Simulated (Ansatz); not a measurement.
The reference is ZnS in the zinc blende structure (space group F-43m, No. 216; a = 5.3891 Å). Axes: x, y, z lie along the cube axes.

The change: the cell is stretched by 2.50 % along z with no lateral relaxation; the atoms relax in the strained cell.

All numbers come from r2SCAN, PAW, 500 eV (Ansatz, a first-principles code; no SOC).

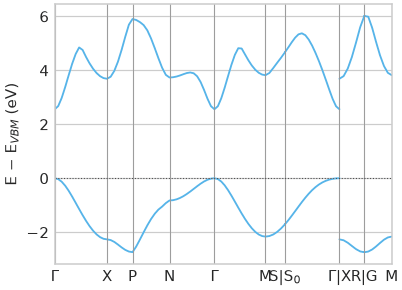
Figure. Highest valence and lowest conduction band along the path of the changed cell's own zone

**Question.** From the figure, how large is the changed gap, and is it direct?

**Answer.** About 2.6 eV, direct at Γ.

Whether these cells are dynamically stable was not tested. Labels are those of the standard path for the cell's own space group.
